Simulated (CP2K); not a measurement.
# One shape, several levels: C2H5FOSi (SMILES FC1CO[SiH2]1)

Aim: a comparison of 3 runs (B3LYP/6-31G*, PBE0/TZV2P-MOLOPT-PBE0-GTH, revPBE-D3(BJ)/TZV2P-MOLOPT-PBE-GTH) of C2H5FOSi. 

Program for the calculation: CP2K 2026.2.

5 further runs of the same task are left out: 1 that didn't finish, 4 set aside as unsound or not needed.

### 1 Starting point

C2H5FOSi has 10 atoms, charge 0, and is taken as a singlet. As SMILES, `FC1CO[SiH2]1`. The shape is that of a PBE0-D4/def2-TZVP optimisation.

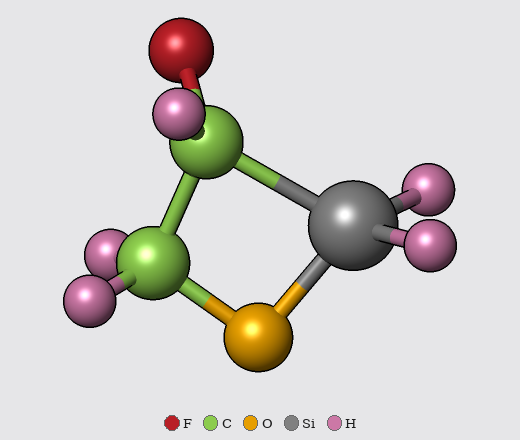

The structure, seen from a chosen angle (fluorine red, carbon green, oxygen amber, silicon grey, hydrogen pink).

### 2 A single-point energy at B3LYP/6-31G(d) (spherical functions) (run 1)

The input, run.inp:

```
&GLOBAL
    PROJECT run
    RUN_TYPE ENERGY
    PRINT_LEVEL MEDIUM
&END GLOBAL

&FORCE_EVAL
    METHOD QS
    &DFT
        BASIS_SET_FILE_NAME ./6_31gs.basis
        POTENTIAL_FILE_NAME POTENTIAL
        &QS
            METHOD GAPW
            EPS_DEFAULT 1.0E-10
        &END QS
        &MGRID
            CUTOFF 280
            REL_CUTOFF 50
            NGRIDS 4
        &END MGRID
        ! no periodic images
        &POISSON
            PERIODIC NONE
            POISSON_SOLVER MULTIPOLE
        &END POISSON
        ! SCF settings
        &SCF
            SCF_GUESS ATOMIC
            EPS_SCF 1.0E-06
            MAX_SCF 40
            &OT
                MINIMIZER CG
                PRECONDITIONER FULL_ALL
            &END OT
            &OUTER_SCF
                EPS_SCF 1.0E-06
                MAX_SCF 5
            &END OUTER_SCF
        &END SCF
        ! functional
        &XC
            &XC_FUNCTIONAL
                &HYB_GGA_XC_B3LYP
                &END HYB_GGA_XC_B3LYP
            &END XC_FUNCTIONAL
            &HF
                FRACTION 0.2
                &SCREENING
                    EPS_SCHWARZ 1.0E-10
                &END SCREENING
                &MEMORY
                    MAX_MEMORY 1050
                &END MEMORY
            &END HF
        &END XC
        &PRINT
            &MOMENTS
                PERIODIC F
                REFERENCE COM
                MAX_MOMENT 1
            &END MOMENTS
            &MO_CUBES
                NLUMO 1
                NHOMO -1
                WRITE_CUBE F
            &END MO_CUBES
            &LOWDIN ON
            &END LOWDIN
            &HIRSHFELD OFF
            &END HIRSHFELD
        &END PRINT
    &END DFT
    ! structure
    &SUBSYS
        ! vacuum box
        &CELL
            ABC 10.3 11 9.7
            PERIODIC NONE
        &END CELL
        &COORD
            F      3.524850     4.944550     4.263350
            C      4.469150     5.189250     5.241150
            C      5.635950     4.182550     5.227550
            O      6.775150     5.055950     5.062350
            Si     5.855550     6.434450     4.867450
            H      3.954750     5.248550     6.202050
            H      5.542550     3.498950     4.378750
            H      5.746050     3.607250     6.150250
            H      6.166050     7.501050     5.854650
            H      5.865450     7.009650     3.497950
        &END COORD
        &KIND F
            BASIS_SET 6-31Gs
            POTENTIAL ALL
            LEBEDEV_GRID 194
            RADIAL_GRID 100
        &END KIND
        &KIND C
            BASIS_SET 6-31Gs
            POTENTIAL ALL
            LEBEDEV_GRID 194
            RADIAL_GRID 100
        &END KIND
        &KIND O
            BASIS_SET 6-31Gs
            POTENTIAL ALL
            LEBEDEV_GRID 194
            RADIAL_GRID 100
        &END KIND
        &KIND Si
            BASIS_SET 6-31Gs
            POTENTIAL ALL
            LEBEDEV_GRID 194
            RADIAL_GRID 100
        &END KIND
        &KIND H
            BASIS_SET 6-31Gs
            POTENTIAL ALL
            LEBEDEV_GRID 194
            RADIAL_GRID 100
        &END KIND
    &END SUBSYS
&END FORCE_EVAL
```

The run is started by

```
$ OMP_NUM_THREADS=1 cp2k.psmp -i run.inp -o run.out
```

The log of the run:

```text
CP2K| version string:                                       CP2K version 2026.2
[...]
 GLOBAL| Method name                                                        CP2K
[...]
 GLOBAL| Run type                                                         ENERGY
[...]
 DFT| Spin restricted Kohn-Sham (RKS) calculation                            RKS
 DFT| Multiplicity                                                             1
[...]
 DFT| Charge                                                                   0
[...]
 FUNCTIONAL| HYB_GGA_XC_B3LYP:
[...]
 QS| Method:                                                                GAPW
[...]
 QS| Density cutoff [a.u.]:                                                140.0
[...]
 QS| Relative density cutoff [a.u.]:                                        25.0
[...]
                             - Atoms:                                         10
[...]
                             - Spherical basis functions:                     84
[...]
 Number of electrons:                                                         48
[...]
     1 OT CG       0.15E+00    5.5     0.33588716      -518.6501886612 -5.19E+02
[...]
     7 OT CG       0.17E+00    1.3     0.00000036      -543.7546374119 -4.91E-10
  *** SCF run converged in     7 steps ***
[...]
  Overlap energy of the core charge distribution:               0.00000258490885
  Self energy of the core charge distribution:               -368.41178018984368
  Core Hamiltonian energy:                                   -184.77487733958264
  Hartree energy:                                             101.06912920490460
  Exchange-correlation energy:                                -15.07942896278811
  Hartree-Fock Exchange energy:                               -10.17923318891293
[...]
                     Mulliken Population Analysis
 #  Atom  Element  Kind  Atomic population                           Net charge
       1     F        1          9.332640                             -0.332640
       2     C        2          5.951892                              0.048108
       3     C        2          6.080085                             -0.080085
       4     O        3          8.558222                             -0.558222
       5     Si       4         13.377851                              0.622149
       6     H        5          0.852724                              0.147276
       7     H        5          0.833049                              0.166951
       8     H        5          0.844481                              0.155519
       9     H        5          1.087929                             -0.087929
      10     H        5          1.081127                             -0.081127
 # Total charge                             48.000000                  0.000000
[...]
  Dipole moment [Debye]
    X= -0.5388697E+00 Y=  0.3662025E+00 Z=  0.1042778E+01  Total=      1.2295815
[...]
 HOMO - LUMO gap [eV] :    7.290062
 ENERGY| Total FORCE_EVAL ( QS ) energy [hartree]           -543.754637411876388
[...]
```

Run time: 1.8 min. Hardware: 1 thread of Arm Neoverse V2, shared host; peak memory 0.65 GiB.

### 3 The energy at PBE0/TZV2P-MOLOPT-PBE0-GTH (core potential) (run 2)

The input, molecule.xyz:

```xyz
10

F     -1.820400    -0.327800    -0.810900
C     -0.876100    -0.083100     0.166900
C      0.290700    -1.089800     0.153300
O      1.429900    -0.216400    -0.011900
Si     0.510300     1.162100    -0.206800
H     -1.390500    -0.023800     1.127800
H      0.197300    -1.773400    -0.695500
H      0.400800    -1.665100     1.076000
H      0.820800     2.228700     0.780400
H      0.520200     1.737300    -1.576300
```

The input, job.inp:

```
&GLOBAL
 PROJECT job
 RUN_TYPE ENERGY
 PRINT_LEVEL MEDIUM
&END

&FORCE_EVAL
 METHOD QS
 &DFT
  BASIS_SET_FILE_NAME BASIS_MOLOPT_UZH
  BASIS_SET_FILE_NAME BASIS_ADMM_UZH
  POTENTIAL_FILE_NAME POTENTIAL_UZH
  &QS
   METHOD GPW
   EPS_DEFAULT 1.0E-10
  &END
  &MGRID
   CUTOFF 400
   REL_CUTOFF 50
   NGRIDS 4
  &END
  &POISSON
   PERIODIC NONE
   POISSON_SOLVER MULTIPOLE
  &END
  &SCF
   SCF_GUESS ATOMIC
   EPS_SCF 1.0E-06
   MAX_SCF 150
   ADDED_MOS 10
   &DIAGONALIZATION
    ALGORITHM STANDARD
   &END
   &MIXING
    METHOD DIRECT_P_MIXING
    ALPHA 0.4
   &END
  &END
  &XC
   &XC_FUNCTIONAL
    &PBE
     SCALE_X 0.75
     SCALE_C 1.0
    &END
   &END
   &HF
    FRACTION 0.25
    &SCREENING
     EPS_SCHWARZ 1.0E-09
    &END
    &MEMORY
     MAX_MEMORY 1050
    &END
   &END
  &END
  &AUXILIARY_DENSITY_MATRIX_METHOD
   ADMM_TYPE ADMMS
   EXCH_CORRECTION_FUNC PBEX
  &END
  &PRINT
   &MOMENTS
    PERIODIC F
    REFERENCE COM
    MAX_MOMENT 1
   &END
   &MO ON
    ENERGIES T
    OCCUPATION_NUMBERS T
    NDIGITS 6
    &EACH
     QS_SCF 0
    &END
    ADD_LAST NUMERIC
   &END
   &HIRSHFELD OFF
   &END
  &END
 &END
 &SUBSYS
  &CELL
   ABC 10.3 11 9.7
   PERIODIC NONE
  &END
  &TOPOLOGY
   COORD_FILE_NAME molecule.xyz
   COORD_FILE_FORMAT XYZ
   &CENTER_COORDINATES
   &END
  &END
  &KIND F
   BASIS_SET ORB TZV2P-MOLOPT-PBE0-GTH-q7
   BASIS_SET AUX_FIT admm-tzp-q7
   POTENTIAL GTH-PBE0-q7
  &END
  &KIND C
   BASIS_SET ORB TZV2P-MOLOPT-PBE0-GTH-q4
   BASIS_SET AUX_FIT admm-tzp-q4
   POTENTIAL GTH-PBE0-q4
  &END
  &KIND O
   BASIS_SET ORB TZV2P-MOLOPT-PBE0-GTH-q6
   BASIS_SET AUX_FIT admm-tzp-q6
   POTENTIAL GTH-PBE0-q6
  &END
  &KIND Si
   BASIS_SET ORB TZV2P-MOLOPT-PBE0-GTH-q4
   BASIS_SET AUX_FIT admm-tzp-q4
   POTENTIAL GTH-PBE0-q4
  &END
  &KIND H
   BASIS_SET ORB TZV2P-MOLOPT-PBE0-GTH-q1
   BASIS_SET AUX_FIT admm-tzp-q1
   POTENTIAL GTH-PBE0-q1
  &END
 &END
&END
```

The run is started by

```
$ OMP_NUM_THREADS=1 cp2k.psmp -i job.inp > job.out 2>&1
```

The log of the run:

```text
CP2K| version string:                                       CP2K version 2026.2
[...]
 GLOBAL| Method name                                                        CP2K
[...]
 GLOBAL| Run type                                                         ENERGY
[...]
 DFT| Spin restricted Kohn-Sham (RKS) calculation                            RKS
 DFT| Multiplicity                                                             1
[...]
 DFT| Charge                                                                   0
[...]
 FUNCTIONAL| PBE:
 QS| Method:                                                                 GPW
[...]
 QS| Density cutoff [a.u.]:                                                200.0
[...]
 QS| Relative density cutoff [a.u.]:                                        25.0
[...]
                             - Atoms:                                         10
[...]
                             - Spherical basis functions:                    215
[...]
 Number of electrons:                                                         30
[...]
     1 P_Mix/Diag. 0.40E+00    4.9     1.78377587       -55.2912921236 -5.53E+01
[...]
    17 DIIS/Diag.  0.96E-06    2.5     0.00000057       -58.4733487786 -1.36E-11
  *** SCF run converged in    17 steps ***
[...]
  Overlap energy of the core charge distribution:               0.00000102669716
  Self energy of the core charge distribution:               -150.45143834564598
  Core Hamiltonian energy:                                     43.04332734268611
  Hartree energy:                                              63.59039205206438
  Exchange-correlation energy:                                -11.27933480817738
  Hartree-Fock Exchange energy:                                -3.37629604623677
  Total energy:                                               -58.47334877861248
[...]
                     Mulliken Population Analysis
 #  Atom  Element  Kind  Atomic population                           Net charge
       1     F        1          7.296030                             -0.296030
       2     C        2          3.969649                              0.030351
       3     C        2          3.935846                              0.064154
       4     O        3          6.439204                             -0.439204
       5     Si       4          3.437782                              0.562218
       6     H        5          0.934414                              0.065586
       7     H        5          0.924594                              0.075406
       8     H        5          0.934589                              0.065411
       9     H        5          1.064762                             -0.064762
      10     H        5          1.063130                             -0.063130
 # Total charge                             30.000000                  0.000000
[...]
  Dipole moment [Debye]
    X= -0.2771029E+00 Y=  0.3680562E+00 Z=  0.1144745E+01  Total=      1.2339747
 ENERGY| Total FORCE_EVAL ( QS ) energy [hartree]            -58.473348778612475
[...]
```

Run time: 47 s. Hardware: 1 thread of Arm Neoverse V2, shared host; peak memory 1 GiB.

### 4 A single-point energy at revPBE-D3(BJ)/TZV2P-MOLOPT-PBE-GTH (core potential) (run 3)

The input, gas.inp:

```
&GLOBAL
   PROJECT gas
   RUN_TYPE ENERGY
   PRINT_LEVEL MEDIUM
&END GLOBAL

&FORCE_EVAL
   METHOD QS
   &DFT
      BASIS_SET_FILE_NAME BASIS_MOLOPT_UZH
      POTENTIAL_FILE_NAME POTENTIAL_UZH
      CHARGE 0
      MULTIPLICITY 1
      &QS
         METHOD GPW
         EPS_DEFAULT 1.0E-10
      &END QS
      &MGRID
         CUTOFF 400
         REL_CUTOFF 50
         NGRIDS 4
      &END MGRID
      &POISSON
         PERIODIC NONE
         POISSON_SOLVER MULTIPOLE
      &END POISSON
      &SCF
         SCF_GUESS ATOMIC
         EPS_SCF 1.0E-06
         MAX_SCF 150
         ADDED_MOS 10
         &DIAGONALIZATION
            ALGORITHM STANDARD
         &END DIAGONALIZATION
         &MIXING
            METHOD BROYDEN_MIXING
            ALPHA 0.3
            NBUFFER 8
         &END MIXING
      &END SCF
      &XC
         &XC_FUNCTIONAL
            &PBE
               PARAMETRIZATION REVPBE
            &END PBE
         &END XC_FUNCTIONAL
         &VDW_POTENTIAL
            POTENTIAL_TYPE PAIR_POTENTIAL
            &PAIR_POTENTIAL
               TYPE DFTD3(BJ)
               PARAMETER_FILE_NAME dftd3.dat
               REFERENCE_FUNCTIONAL revPBE
               R_CUTOFF 15
            &END PAIR_POTENTIAL
         &END VDW_POTENTIAL
      &END XC
      &PRINT
         &MOMENTS
            PERIODIC F
            REFERENCE COM
            MAX_MOMENT 1
         &END MOMENTS
         &MO ON
            ENERGIES T
            OCCUPATION_NUMBERS T
            NDIGITS 6
            &EACH
               QS_SCF 0
            &END EACH
            ADD_LAST NUMERIC
         &END MO
         &HIRSHFELD OFF
         &END HIRSHFELD
      &END PRINT
   &END DFT
   &SUBSYS
      &CELL
         ABC [angstrom] 10.3 11 9.7
         PERIODIC NONE
      &END CELL
      &COORD
         UNIT bohr
         F     -3.4400574    -0.6194522    -1.5323789
         C     -1.6555891    -0.1570362     0.3153953
         C      0.5493434    -2.0594235     0.2896950
         O      2.7021194    -0.4089367    -0.0224877
         Si     0.9643272     2.1960507    -0.3907954
         H     -2.6276642    -0.0449755     2.1312331
         H      0.3728430    -3.3512403    -1.3143045
         H      0.7574022    -3.1465830     2.0333453
         H      1.5510872     4.2116326     1.4747423
         H      0.9830355     3.2830212    -2.9787753
      &END COORD
      &TOPOLOGY
         &CENTER_COORDINATES
         &END CENTER_COORDINATES
      &END TOPOLOGY
      &KIND F
         BASIS_SET TZV2P-MOLOPT-PBE-GTH-q7
         POTENTIAL GTH-PBE-q7
      &END KIND
      &KIND C
         BASIS_SET TZV2P-MOLOPT-PBE-GTH-q4
         POTENTIAL GTH-PBE-q4
      &END KIND
      &KIND O
         BASIS_SET TZV2P-MOLOPT-PBE-GTH-q6
         POTENTIAL GTH-PBE-q6
      &END KIND
      &KIND Si
         BASIS_SET TZV2P-MOLOPT-PBE-GTH-q4
         POTENTIAL GTH-PBE-q4
      &END KIND
      &KIND H
         BASIS_SET TZV2P-MOLOPT-PBE-GTH-q1
         POTENTIAL GTH-PBE-q1
      &END KIND
   &END SUBSYS
&END FORCE_EVAL
```

The run is started by

```
$ OMP_NUM_THREADS=1 cp2k.psmp gas.inp > gas.out
```

The log of the run:

```text
CP2K| version string:                                       CP2K version 2026.2
[...]
 GLOBAL| Method name                                                        CP2K
[...]
 GLOBAL| Run type                                                         ENERGY
[...]
 DFT| Spin restricted Kohn-Sham (RKS) calculation                            RKS
 DFT| Multiplicity                                                             1
[...]
 DFT| Charge                                                                   0
[...]
 FUNCTIONAL| PBE:
[...]
 QS| Method:                                                                 GPW
[...]
 QS| Density cutoff [a.u.]:                                                200.0
[...]
 QS| Relative density cutoff [a.u.]:                                        25.0
[...]
                             - Atoms:                                         10
[...]
                             - Spherical basis functions:                    215
[...]
 Number of electrons:                                                         30
[...]
     1 NoMix/Diag. 0.30E+00    1.1     0.76036522       -58.3717275932 -5.84E+01
[...]
    23 Broy./Diag. 0.30E+00    1.4     0.00000097       -58.6064007039  2.12E-06
  *** SCF run converged in    23 steps ***
[...]
  Overlap energy of the core charge distribution:               0.00000092505796
  Self energy of the core charge distribution:               -149.84829318164640
  Core Hamiltonian energy:                                     43.22984075466633
  Hartree energy:                                              62.81580603343374
  Exchange-correlation energy:                                -14.78533328401687
  Dispersion energy:                                           -0.01842195136535
  Total energy:                                               -58.60640070387057
[...]
                     Mulliken Population Analysis
 #  Atom  Element  Kind  Atomic population                           Net charge
       1     F        1          7.341516                             -0.341516
       2     C        2          3.743450                              0.256550
       3     C        2          3.599930                              0.400070
       4     O        3          6.631425                             -0.631425
       5     Si       4          3.456427                              0.543573
       6     H        5          1.019969                             -0.019969
       7     H        5          1.010459                             -0.010459
       8     H        5          1.018953                             -0.018953
       9     H        5          1.089888                             -0.089888
      10     H        5          1.087983                             -0.087983
 # Total charge                             30.000000                 -0.000000
[...]
  Dipole moment [Debye]
    X= -0.2809622E+00 Y=  0.2622264E+00 Z=  0.1091728E+01  Total=      1.1573994
 ENERGY| Total FORCE_EVAL ( QS ) energy [hartree]            -58.606400703870570
[...]
```

Wall time 32 s (1 thread of Arm Neoverse V2, shared host); peak memory 1.5 GiB.

### 5 The series

```
run                                                level  core potential  scheme  energy (Eh)  dipole moment (D)  HOMO energy (eV)  LUMO energy (eV)  wall time
  1                   B3LYP/6-31G* (spherical functions)            none    GAPW  -543.754637               1.23             -7.58             -0.29    1.8 min
  2          PBE0/TZV2P-MOLOPT-PBE0-GTH (core potential)        GTH-PBE0     GPW   -58.473349               1.23             -8.09             -0.41       47 s
  3  revPBE-D3(BJ)/TZV2P-MOLOPT-PBE-GTH (core potential)         GTH-PBE     GPW   -58.606401               1.16             -6.60             -1.28       32 s
```

### 6 What came out

| quantity | value |
| --- | --- |
| run 3: total energy | -58.60640 Eh |
| run 3: dipole moment | 1.16 D |
| run 3: HOMO energy | -6.60 eV |
| run 3: LUMO energy | -1.28 eV |
| run 3: HOMO–LUMO gap | 5.32 eV |
| run 3: dispersion energy | -48.37 kJ/mol |

**Reading.** The dipole moment (its size) runs from 1.16 D (revPBE-D3(BJ)/TZV2P-MOLOPT-PBE-GTH) to 1.23 D (PBE0/TZV2P-MOLOPT-PBE0-GTH). The two ends differ in method and basis. The HOMO–LUMO gap runs from 5.32 eV (revPBE-D3(BJ)/TZV2P-MOLOPT-PBE-GTH) to 7.68 eV (PBE0/TZV2P-MOLOPT-PBE0-GTH). Totals of different functionals can't be ranked against each other. Some runs of one species differ in core potentials or relativity; totals across that change don't compare. All runs together took 3.1 min, the longest 1.8 min.
